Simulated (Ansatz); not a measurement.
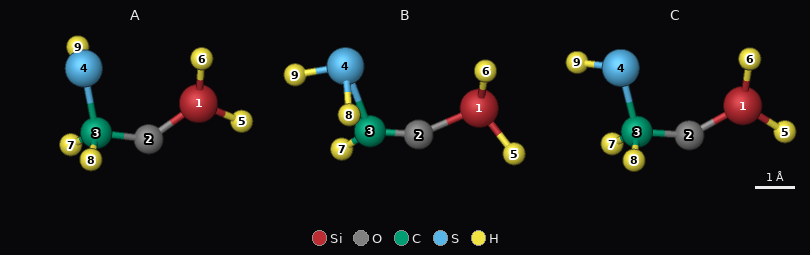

3 geometries from a converged minimum-energy path of CH$_{5}$OSSi (charge +1), shuffled. The picture is a ball-and-stick view, seen face on.

Level of theory: UKS PBE0-D4/def2-SVP (Ansatz 0.2.0). Settings: 7 movable images; climbing image; force threshold 0.03 eV/Å; iteration limit 60; starting path through a guess of the saddle point.

Which frame is the transition state?

Answer. B. In order along the path, whose images run from 0 to 8: A (image 1, +0.03 eV), C (image 3, +0.15 eV), B (image 6, +3.27 eV). A hydrogen atom shifts from one atom to another. Breaking: C3–H8 (1.10 → 1.60 at the top → 2.50 Å). Forming: S4–H8 (2.38 → 1.44 at the top → 1.37 Å).

The run took 6.6 min on 2 threads of Intel(R) Xeon(R) 6975P-C (Granite Rapids) (shared host), peak memory 0.29 GiB.
